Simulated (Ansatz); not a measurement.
# Cl− with BF3: structure and interaction energy, part 3 of 3

Ansatz 0.2.0, Gaussian basis. Earlier steps stand in the parts before.

**12. wB97M-V/def2-SVP**

The inputs:

ab/in.yaml

```yaml
crystal:
  periodic: [false, false, false]
  atoms:
    - {symbol: Cl, position_ang: [-0.163824, -0.085051, -1.802883]}
    - {symbol: F, position_ang: [-0.618525, 1.162980, 0.562646]}
    - {symbol: B, position_ang: [0.012406, 0.006442, 0.136568]}
    - {symbol: F, position_ang: [1.364042, 0.034732, 0.435691]}
    - {symbol: F, position_ang: [-0.594099, -1.119102, 0.668078]}
basis:
  gaussian: {orbitals: def2-SVP}
total_charge: -1
hamiltonian: {xc: {name: wB97M-V}}
```

a/in.yaml

```yaml
crystal:
  periodic: [false, false, false]
  atoms:
    - {symbol: Cl, position_ang: [-0.163824, -0.085051, -1.802883]}
basis:
  gaussian:
    orbitals: def2-SVP
    ghost_atoms:
      - {symbol: F, position_ang: [-0.618525, 1.162980, 0.562646]}
      - {symbol: B, position_ang: [0.012406, 0.006442, 0.136568]}
      - {symbol: F, position_ang: [1.364042, 0.034732, 0.435691]}
      - {symbol: F, position_ang: [-0.594099, -1.119102, 0.668078]}
total_charge: -1
hamiltonian: {xc: {name: wB97M-V}}
```

b/in.yaml

```yaml
crystal:
  periodic: [false, false, false]
  atoms:
    - {symbol: F, position_ang: [-0.618525, 1.162980, 0.562646]}
    - {symbol: B, position_ang: [0.012406, 0.006442, 0.136568]}
    - {symbol: F, position_ang: [1.364042, 0.034732, 0.435691]}
    - {symbol: F, position_ang: [-0.594099, -1.119102, 0.668078]}
basis:
  gaussian:
    orbitals: def2-SVP
    ghost_atoms:
      - {symbol: Cl, position_ang: [-0.163824, -0.085051, -1.802883]}
hamiltonian: {xc: {name: wB97M-V}}
```

Each run has its own folder and the same command.

The run is started by

```
> ansatz run in.yaml --threads 4 --pin off --events-out ev --progress --plain --max-ram 9574MiB
```

Log of ab (excerpt; [...] marks lines left out):

```text
Functional definition: wB97M-V
  name "wB97M-V"
  cite "Mardirossian & Head-Gordon, J. Chem. Phys. 144, 214110 (2016) doi:10.1063/1.4952647"
  cite "Becke, J. Chem. Phys. 107, 8554 (1997) doi:10.1063/1.475007"
  cite "Vydrov & Van Voorhis, J. Chem. Phys. 133, 244103 (2010) doi:10.1063/1.3521275"
  # Of w^i u^j: cxij and so on, Table III.
[...]
  gx(w, u) = 1 - cx + cx01*u + cx10*w
[...]
684 factors; integrals over basis functions are off by at most 1.2e-3 eV
147 factors; integrals over basis functions are off by at most 9.8e-6 eV
[...]
mean field -21344.03064548 eV, -784.3786587180 hartree, gradient 1.5e-5 eV, S^2 0.000000; 0 other end points of the search recorded, 0 dependent functions left out
reference -21344.03067436 eV, -784.3786597792 hartree; 25, 25 occupied and 49, 49 virtual orbitals, 684 factors
Total energy: -21344.03067436 eV, -784.3786597792 hartree
```

a printed (excerpt; [...] marks lines left out):

```text
[... 5 set-up lines as earlier in the session ...]
  # Of w^i u^j: cxij and so on, Table III.
[...]
  gx(w, u) = 1 - cx + cx01*u + cx10*w
[...]
      + integral(e_c_pw_mod_opposite_spin*gos(b97_w_opposite, b97_u_opposite)) + vv10(b, c)
625 factors; their error is unknown
103 factors; integrals over basis functions are off by at most 2.5e-5 eV
[...]
mean field -12519.36713087 eV, -460.0782561275 hartree, gradient 1.6e-5 eV, S^2 0.000000; 0 other end points of the search recorded, 0 dependent functions left out
reference -12519.36716021 eV, -460.0782572060 hartree; 9, 9 occupied and 65, 65 virtual orbitals, 625 factors
Total energy: -12519.36716021 eV, -460.0782572060 hartree
```

Output in b (excerpt; [...] marks lines left out):

```text
[... 5 set-up lines as earlier in the session ...]
  # Of w^i u^j: cxij and so on, Table III.
[...]
  gx(w, u) = 1 - cx + cx01*u + cx10*w
[...]
      + integral(e_c_pw_mod_opposite_spin*gos(b97_w_opposite, b97_u_opposite)) + vv10(b, c)
750 factors; their error is unknown
138 factors; integrals over basis functions are off by at most 2.1e-5 eV
[...]
mean field -8821.32963671 eV, -324.1778848370 hartree, gradient 1.0e-5 eV, S^2 0.000000; 0 other end points of the search recorded, 0 dependent functions left out
reference -8821.32966544 eV, -324.1778858930 hartree; 16, 16 occupied and 58, 58 virtual orbitals, 750 factors
Total energy: -8821.32966544 eV, -324.1778858930 hartree
```

They took 1 s (ab), 0.65 s (a), 0.65 s (b) on 4 threads of Intel Xeon 6975P-C, shared host.

E(ab) − E(a) − E(b) = -3334 meV.

**13. CCSD(T)/def2-SVP**

The same edit goes into each in.yaml of step 12 (ab, a, b):

```diff
-hamiltonian: {xc: {name: wB97M-V}}
+correlation: {method: ccsd_t}
```

Each run has its own folder and the same command.

The run is started by

```
> ansatz run in.yaml --threads 4 --pin off --events-out ev --progress --plain --max-ram 9574MiB
```

Log of ab (excerpt; [...] marks lines left out):

```text
[... 4 set-up lines as earlier in the session ...]
[...]
684 factors; integrals over basis functions are off by at most 1.2e-3 eV
[...]
mean field -21289.63126043 eV, -782.3795181903 hartree, gradient 1.4e-6 eV, S^2 0.000000; 0 other end points of the search recorded, 0 dependent functions left out
9 core orbitals not correlated: weight in the atoms' cores, before any rotation towards them, 1.000 or more for the frozen orbitals, at most 0.000 for the correlated occupied ones
reference -21289.63126043 eV, -782.3795181903 hartree; 16, 16 occupied and 49, 49 virtual orbitals, 684 factors
second order -21.08084591 eV of doubles, -0.00000000 eV of singles
cycle   1  -21.17102881 eV  change   -9.0e-2 eV  update   8.5e-2
[...]
cycle   8  -21.59348221 eV  change    2.2e-5 eV  update   9.1e-6
perturbative correction -0.33307650 eV, -0.0122403357 hartree
Total energy: -21311.55781914 eV, -783.1853043606 hartree
```

a printed (excerpt; [...] marks lines left out):

```text
[... 4 set-up lines as earlier in the session ...]
[...]
478 factors; integrals over basis functions are off by at most 2.4e-3 eV
[...]
mean field -12500.62473246 eV, -459.3894856901 hartree, gradient 3.8e-6 eV, S^2 0.000000; 0 other end points of the search recorded, 0 dependent functions left out
5 core orbitals not correlated: weight in the atoms' cores, before any rotation towards them, 1.000 or more for the frozen orbitals, at most 0.000 for the correlated occupied ones
reference -12500.62473246 eV, -459.3894856901 hartree; 4, 4 occupied and 65, 65 virtual orbitals, 478 factors
second order -3.78009644 eV of doubles, -0.00000000 eV of singles
cycle   1  -4.04660519 eV  change   -2.7e-1 eV  update   3.1e-2
[...]
cycle   9  -4.11564445 eV  change   -9.6e-7 eV  update   3.0e-6
perturbative correction -0.05379829 eV, -0.0019770508 hartree
Total energy: -12504.79417520 eV, -459.5427098848 hartree
```

b printed (excerpt; [...] marks lines left out):

```text
[... 4 set-up lines as earlier in the session ...]
[...]
617 factors; integrals over basis functions are off by at most 8.9e-4 eV
[...]
mean field -8785.67808127 eV, -322.8677143400 hartree, gradient 2.5e-6 eV, S^2 0.000000; 0 other end points of the search recorded, 0 dependent functions left out
4 core orbitals not correlated: weight in the atoms' cores, before any rotation towards them, 1.000 or more for the frozen orbitals, at most 0.000 for the correlated occupied ones
reference -8785.67808127 eV, -322.8677143400 hartree; 12, 12 occupied and 58, 58 virtual orbitals, 617 factors
second order -17.45491834 eV of doubles, -0.00000000 eV of singles
cycle   1  -17.15830543 eV  change    3.0e-1 eV  update   1.0e-1
[...]
cycle   9  -17.60780965 eV  change   -3.7e-6 eV  update   1.6e-5
perturbative correction -0.31837782 eV, -0.0117001690 hartree
Total energy: -8803.60426874 eV, -323.5264895788 hartree
```

Times: 0.55 s (ab), 0.25 s (a), 0.45 s (b) on 4 threads of Intel Xeon 6975P-C, shared host.

E(ab) − E(a) − E(b) = -3159 meV.

**14. Vibrations of the pair**

File vib/in.yaml:

```yaml
crystal:
  periodic: [false, false, false]
  atoms:
    - {symbol: Cl, position_ang: [-0.163824, -0.085051, -1.802883]}
    - {symbol: F, position_ang: [-0.618525, 1.162980, 0.562646]}
    - {symbol: B, position_ang: [0.012406, 0.006442, 0.136568]}
    - {symbol: F, position_ang: [1.364042, 0.034732, 0.435691]}
    - {symbol: F, position_ang: [-0.594099, -1.119102, 0.668078]}
basis:
  gaussian: {orbitals: def2-TZVP}
total_charge: -1
hamiltonian: {xc: pbe0, dispersion: d4}
phonons: {temperatures: {t_min: 298.15, t_max: 900, t_step: 200}}
```

The run is started by

```
> ansatz run in.yaml --threads 4 --pin off --events-out ev --progress --plain --max-ram 9574MiB
```

The program printed (excerpt; [...] marks lines left out):

```text
[... 5 set-up lines as earlier in the session ...]
[...]
905 factors; their error is unknown
[...]
mean field -21349.26129741 eV, -784.5708816309 hartree, gradient 8.5e-6 eV, S^2 0.000000; 0 other end points of the search recorded, 0 dependent functions left out
[...]
Atom 2 at     0.012406     0.006442     0.136568 Å, force    -0.003536    -0.001829    -0.038774 eV/Å
Atom 3 at     1.364042     0.034732     0.435691 Å, force    -0.019152     0.000043     0.005365 eV/Å
Atom 4 at    -0.594099    -1.119102     0.668078 Å, force     0.009889     0.017166     0.001916 eV/Å
Dipole moment:     0.004015     0.002084     0.044183 e Å
Vibrations: 271.04 271.08 348.61 466.55 466.59 648.33 877.18 1153.97 1154.05 cm⁻¹, zero-point energy 0.350714 eV
```

Wall time 15 s (4 threads of Intel Xeon 6975P-C, shared host).

The modes, with what each moves most:

| mode | wavenumber (cm⁻¹) | character |
| --- | --- | --- |
| 1 | 271 | bend |
| 2 | 271 | bend |
| 3 | 349 | B–Cl stretch |
| 4 | 467 | bend |
| 5 | 467 | bend |
| 6 | 648 | bend |
| 7 | 877 | B–F stretch |
| 8 | 1154 | B–F stretch |
| 9 | 1154 | B–F stretch |

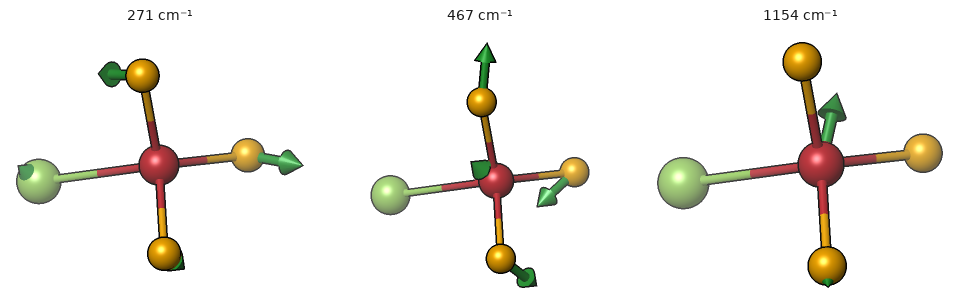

How the atoms move in 3 of the modes.

Vibrational sums (real modes only):

| T (K) | entropy (J/mol/K) | heat capacity (J/mol/K) |
| --- | --- | --- |
| 298 | 27.1 | 40.2 |
| 498 | 52.0 | 56.1 |
| 698 | 72.3 | 63.7 |
| 898 | 88.8 | 67.6 |

**15. The ladder**

The basis limit takes Hartree-Fock with exponent 7.88 and MP2 correlation with exponent 2.97 from the triple- and quadruple-zeta runs, and adds the coupled-cluster step over MP2 from triple zeta. Where a quadruple-zeta run was CCSD(T), only its Hartree-Fock and MP2 parts are used.

Rows are in def2-TZVPPD; times add the 3 runs of a level on a shared host, so small differences are noise.

Differences are taken before rounding.

| method | rung | interaction (meV) | from CCSD(T)/CBS (meV) | time |
| --- | --- | --- | --- | --- |
| PBE-D4 | GGA | -2913 | +191 | 1.9 s |
| revPBE-D4 | GGA | -2831 | +273 | 2 s |
| BLYP-D4 | GGA | -2717 | +387 | 2.1 s |
| r2SCAN-D4 | meta-GGA | -3073 | +31 | 3.2 s |
| B97M-V | meta-GGA | -2999 | +105 | 5.1 s |
| PBE0-D4 | hybrid | -3130 | -26 | 2.5 s |
| B3LYP-D4 | hybrid | -2941 | +163 | 2.8 s |
| HSE06-D4 | screened hybrid | -3125 | -21 | 2.9 s |
| wB97X-V | range-separated hybrid | -3075 | +30 | 5.7 s |
| wB97M-V | range-separated hybrid | -3030 | +74 | 6.1 s |
| B2PLYP | double hybrid | -2917 | +187 | 5 s |
| Hartree-Fock | wavefunction | -2953 | +151 |  |
| MP2 | wavefunction | -2995 | +109 |  |
| CCSD | wavefunction | -3009 | +95 |  |
| CCSD(T) | wavefunction | -2991 | +113 | 23 s |
| CCSD(T)/CBS |  | -3104 | 0 | 37 s |

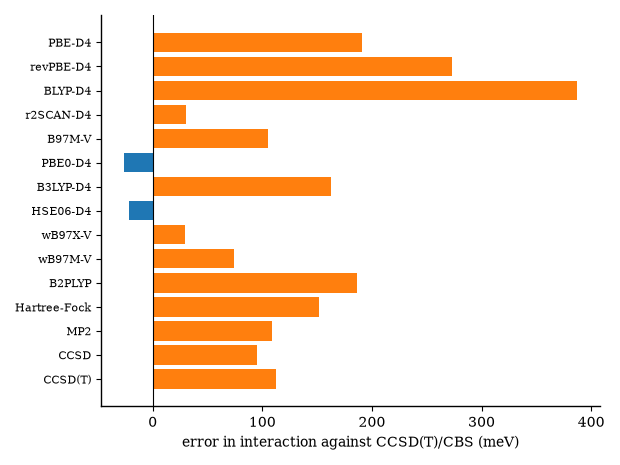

Error of each method against CCSD(T)/CBS.

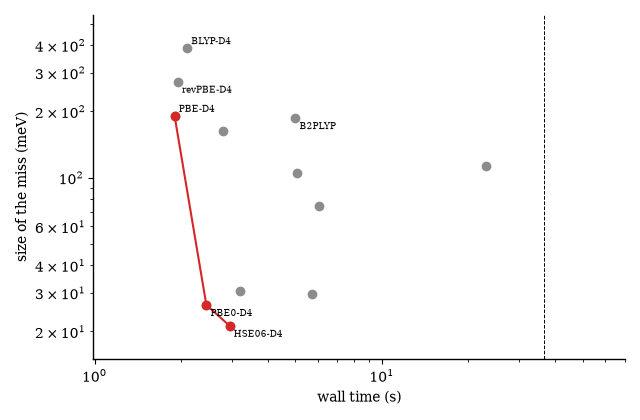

Miss against cost. Red marks the levels that no quicker level drawn beats (of those quicker than the yardstick), and the dashed line is the time of CCSD(T)/CBS. Only those levels and the largest misses are named. Times are from a shared host.

For cost: HSE06-D4 gets within 21 meV in 2.9 s, where CCSD(T)/CBS took 37 s; the quickest level in the cost chart, PBE-D4, takes 1.9 s and misses by 191 meV.

**16. What came out**

This closing draws on all 3 parts.

| quantity | value |
| --- | --- |
| interaction energy, CCSD(T)/CBS | -3104 meV |
| of it Hartree-Fock (basis limit) | -2960 meV |
| D4 term of PBE0-D4 | -51 meV |
| shortest contact | Cl1–B3 1.95 Å |
| lowest wavenumber | 271 cm⁻¹ |

**Reading.** The pair is bound by 3104 meV at fixed fragment shapes. Hartree-Fock gives 95 % of it, so electrostatics, induction and charge transfer lead. HSE06-D4 is the best functional here (-21 meV from CCSD(T)/CBS); BLYP-D4 is the worst (+387 meV). Mean unsigned error by rung: GGA 284, meta-GGA 68, hybrid 95, screened hybrid 21, range-separated hybrid 52, double hybrid 187 meV. The double hybrids carry no dispersion term here, unlike the levels marked D4 or V. PBE-D4 gives an interaction energy 191 meV too high, an error of 6 % of the reference. CCSD(T) moves by -113 meV from triple zeta to the limit; gaps between functionals far smaller than that don't rank them. A lower arrangement may exist.
